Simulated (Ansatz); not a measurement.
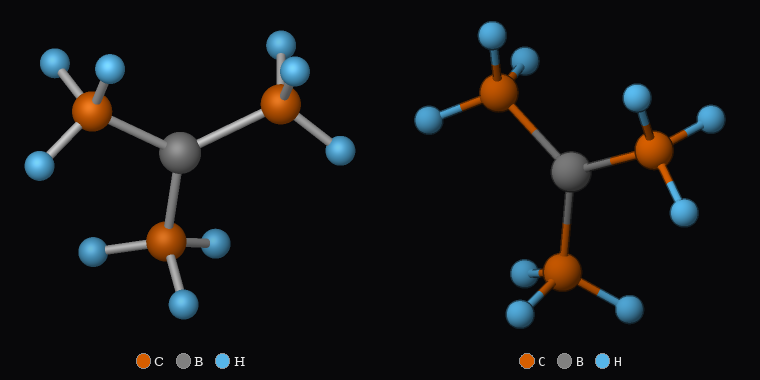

The same structure drawn twice, from different directions.

The geometry was computed by an optimisation with PBE0-D4/def2-TZVP.

Question: What is the molecular formula?

Answer: C₃H₉B, 13 atoms: 3 carbon, 9 hydrogen and 1 boron.

Question: Give a SMILES string for it.

Answer: CB(C)C

The parts below concern this one geometry. Atoms keep their numbers from picture to picture.

Geometry

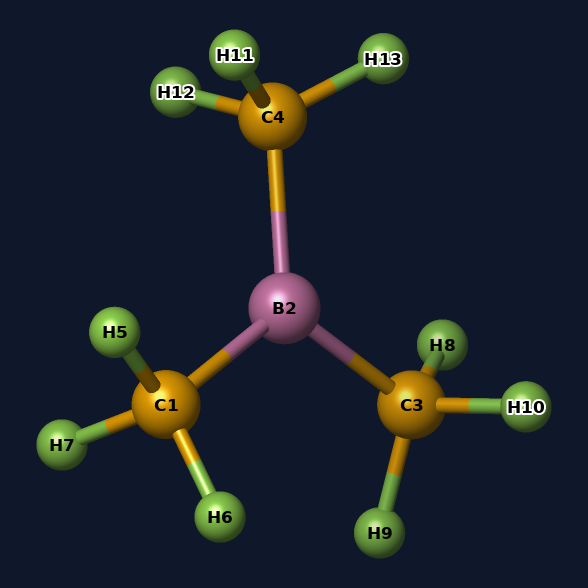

Question: Describe the coordination of atom 3.

Answer: C3 has 4 neighbours (B2 at 1.57, H8 at 1.09, H9 at 1.09, H10 at 1.10 Å); the arrangement is tetrahedral.

Question: Describe the coordination of atom 4.

Answer: C4 has 4 neighbours (B2 at 1.57, H11 at 1.09, H12 at 1.10, H13 at 1.09 Å); the arrangement is tetrahedral.

Question: Describe the coordination of atom 1.

Answer: C1 has 4 neighbours (B2 at 1.57, H5 at 1.09, H6 at 1.09, H7 at 1.10 Å); the arrangement is tetrahedral.

Question: How are the neighbours of atom 2 arranged?

Answer: B2 has 3 neighbours (C1 at 1.57, C3 at 1.57, C4 at 1.57 Å); the arrangement is trigonal planar.

Levels of theory compared

Program: Ansatz 0.2.0.

At this fixed geometry, give HOMO–LUMO gap (eV) at these levels: B97M-V/def2-TZVPP; BHLYP-D4/def2-TZVPP; CAM-B3LYP-D4/def2-TZVPP; PBE-D4/def2-TZVPP; SPW92 (LDA)/def2-TZVPP; revPBE-D4/def2-TZVPP; ωB97M-V/def2-SVP; ωB97X-V/def2-TZVPP.

```csv
level,HOMO–LUMO gap (eV)
B97M-V/def2-TZVPP,6.80
BHLYP-D4/def2-TZVPP,10.85
CAM-B3LYP-D4/def2-TZVPP,10.99
PBE-D4/def2-TZVPP,5.97
SPW92 (LDA)/def2-TZVPP,5.83
revPBE-D4/def2-TZVPP,6.03
ωB97M-V/def2-SVP,12.79
ωB97X-V/def2-TZVPP,13.09
```

Vibrations

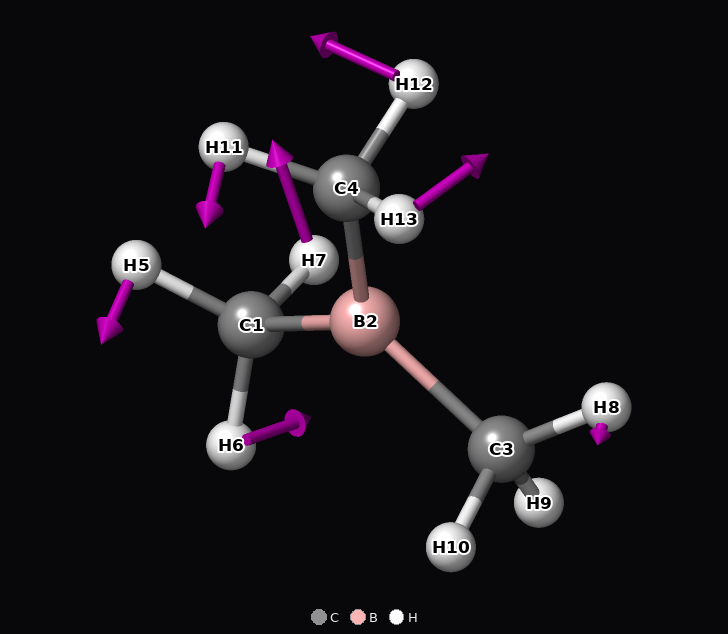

The arrows show one normal mode. Harmonic vibrations computed with RKS PBE0-D4/def2-TZVP (Ansatz 0.2.0) at a stationary point of the same level.

Question: What kind of motion is it?

Answer: A torsion or out-of-plane motion in which bond lengths and bond angles hardly change.

Question: At what wavenumber does it lie?

Answer: 102 cm⁻¹; it is mode 2 of 33 counted from the lowest.

Charges

The questions are on Mulliken charges. Level of theory: RKS ωB97M-V/def2-TZVPP (Ansatz 0.2.0).

Question: Which atom carries the highest charge (most positive or least negative)?

Answer: B2 (0.16 e).

Question: And the lowest?

Answer: C1, C3, C4 (−0.37 e).

Give the Mulliken charges atom by atom.

```csv
atom,value (e)
C1,−0.37
B2,0.16
C3,−0.37
C4,−0.37
H5,0.10
H6,0.11
H7,0.11
H8,0.10
H9,0.10
H10,0.11
H11,0.10
H12,0.11
H13,0.10
```

Mulliken values depend strongly on the basis set and can even reverse the polarity of a bond.
